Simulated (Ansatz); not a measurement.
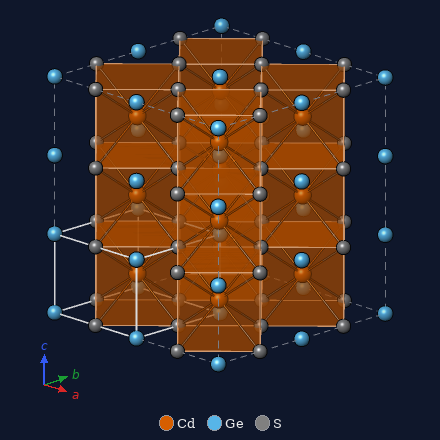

Polyhedra are drawn about Cd (bonds: Cd–S below 3.4 Å); other atoms are plain spheres.

CdGeS₂ (space group P4/mmm, No. 123). Coordinates: the input geometry of an electronic-structure calculation (not necessarily at equilibrium); the starting structure was generated, so it need not be a known form of this composition.

Question: What figure surrounds each Cd atom, and what does it share with the other drawn polyhedra?

Answer: Cd: CdS8 cube, sharing corners with eight neighbours, edges with four neighbours and faces with two neighbours.

Question: How do these polyhedra hang together as a whole?

Answer: They form a three-dimensional framework of corner-, edge- and face-sharing cubes.

Question: How far apart are the centres of linked polyhedra?

Answer: Centre to centre across a shared corner: 5.97 Å; across a shared edge: 4.87 Å; across a shared face: 3.45 Å.
